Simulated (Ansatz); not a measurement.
ClH₄NO₂Ti···HBr

| atom | x (Å) | y (Å) | z (Å) |
| --- | --- | --- | --- |
| Ti | -0.0673 | -0.1101 | 0.1400 |
| N | -0.1189 | -0.0965 | 2.1471 |
| H | -0.9585 | 0.0444 | 2.7205 |
| H | 0.6630 | -0.4121 | 2.7327 |
| O | 1.6312 | -0.1236 | -0.3906 |
| H | 2.0793 | -0.7863 | -0.9470 |
| Cl | -1.3085 | 1.5327 | -0.7057 |
| O | -0.8051 | -1.6386 | -0.4117 |
| H | -1.3061 | -2.3350 | 0.0482 |
| Br | 1.5635 | 3.0581 | 1.3319 |
| H | 0.7803 | 1.9590 | 2.0124 |

Not at a stationary point (largest force 1.6 eV/Å).

These are results of RKS PBE/def2-SVP (Ansatz), not measurements.

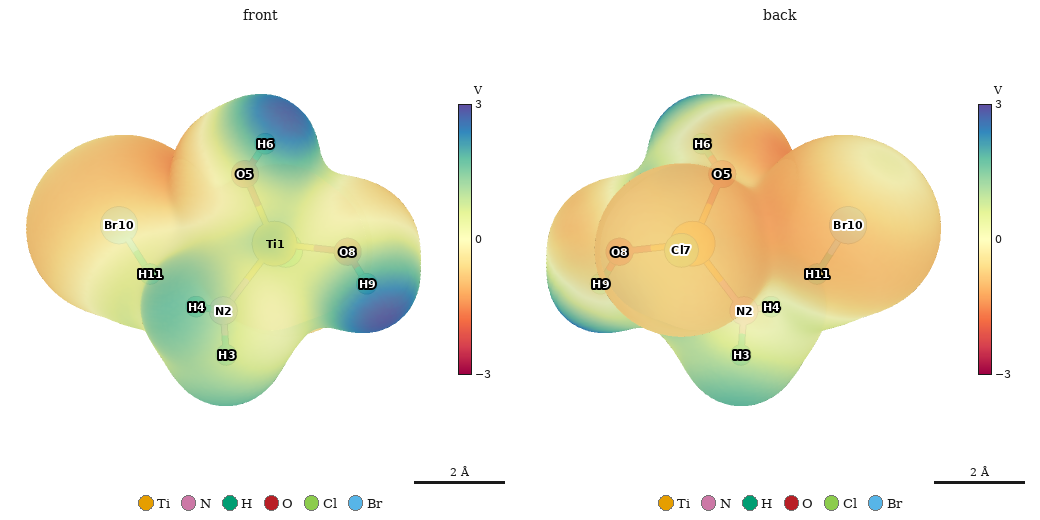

Figure 1. The molecular electrostatic potential painted on the density surface at 0.002 e/bohr³, seen from the front and from behind; red is negative and blue positive.

Question: Describe the electrostatic potential map.

Answer: The most negative region (about −1.4 V) lies over O5 and Br10, the most positive (about +2.8 V) over H6 and H9.

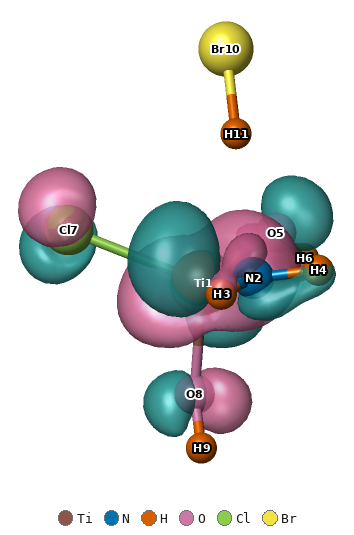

Figure 2. The LUMO at ±0.1 Å⁻³ᐟ² (teal and pink are the two phases), seen at an oblique angle.

Question: Describe this orbital and give its energy.

Answer: By Hirshfeld shares it lies mainly on Ti1 (about 75 %), Cl7 (about 5 %) and O5 (about 5 %). Its energy is −3.00 eV.

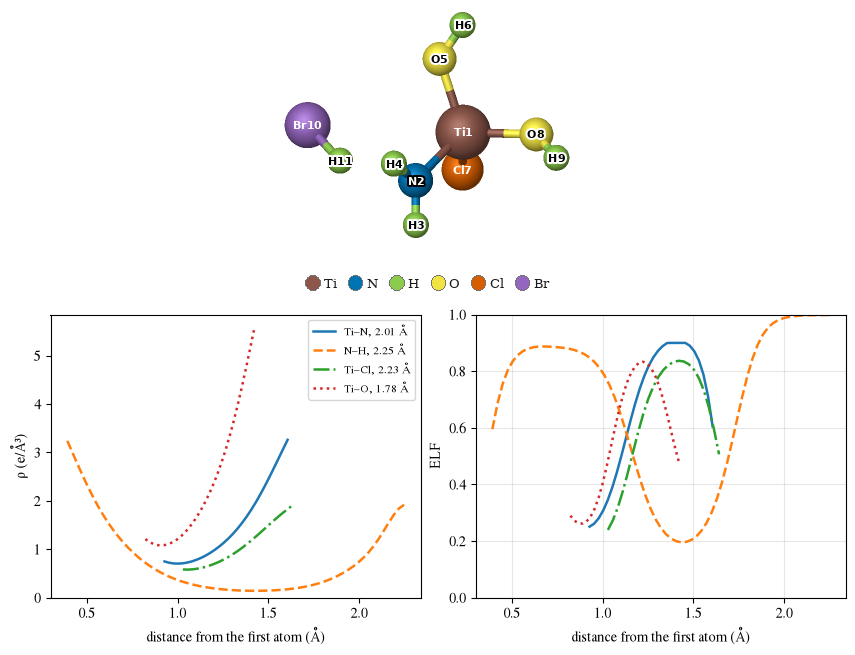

Figure 3. Electron density and electron localisation function along straight lines between neighbouring atoms. The curves leave out the atomic cores. The structure is drawn too.

Question: What can be read from the curves?

Answer: Ti–N (2.01 Å): ρ is about 0.7 e/Å³ halfway; the ELF peaks at about 0.90 in the valence shell of N, 0.6 Å from its nucleus, and is about 0.30 at the midpoint.
N2···H11 (2.25 Å): the density falls to about 0.14 e/Å³ on the way; the ELF dips to about 0.20 between them.
Ti–Cl (2.23 Å): ρ at the midpoint is about 0.6 e/Å³; the ELF peaks at about 0.85 in the valence shell of Cl, 0.8 Å from its nucleus, and is about 0.40 at the midpoint.
Ti–O (1.78 Å): ρ is about 1.1 e/Å³ halfway; the ELF peaks at about 0.85 in the valence shell of O, 0.6 Å from its nucleus, and drops to about 0.25 between the two atoms.
